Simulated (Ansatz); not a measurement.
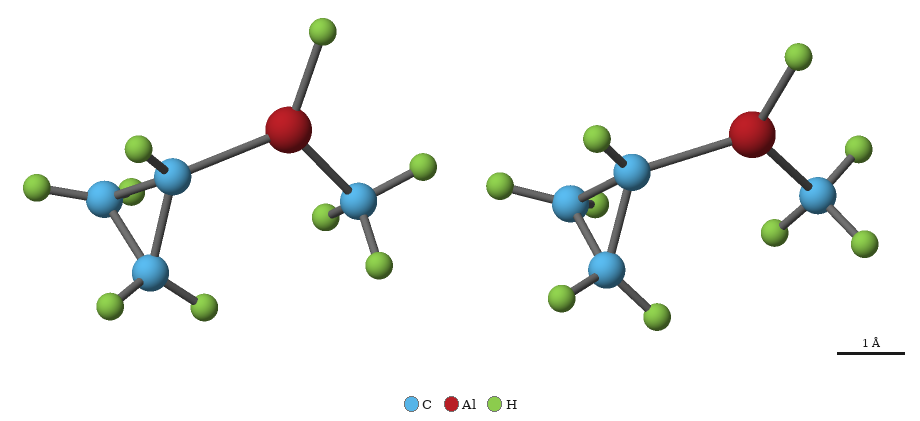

Two geometries of C$_{4}$H$_{9}$Al (coarse preliminary run), drawn at one scale. One is the start of a relaxation, the other its converged end. A ball-and-stick model, seen at a tilt.

The calculation used Ansatz 0.2.0, RKS PBE-D4/def2-SVP. Set-up: force threshold 0.03 eV/Å; at most 200 steps.

### Which of the two is the end point?

The right one is the relaxed one. The start comes from a force field. After 14 accepted moves (18 points after the start) the energy has fallen by 41.7 kJ/mol. Largest force component: 4 eV/Å at the start, 0.0081 eV/Å at the end. The line search rejected the trial steps at points 4, 6, 12, 17 of the run. The forces were under the threshold at step 7, but the run went on from there. An H atom moves most after the best rigid fit: 0.70 Å. By element the largest moves are H 0.70 Å, C 0.19 Å, Al 0.18 Å. Among the contacts that change: C–H 1.157 → 1.105 Å, C–C 1.488 → 1.535 Å, C–H 1.056 → 1.102 Å, Al–C 1.931 → 1.970 Å. Bond angles that change, for instance: H–C–H 122.2° → 113.4°, C–C–H 110.8° → 118.4°, C–C–H 111.8° → 118.9°. Groups turn about Al–C by about 40°, Al–C by about 25°.
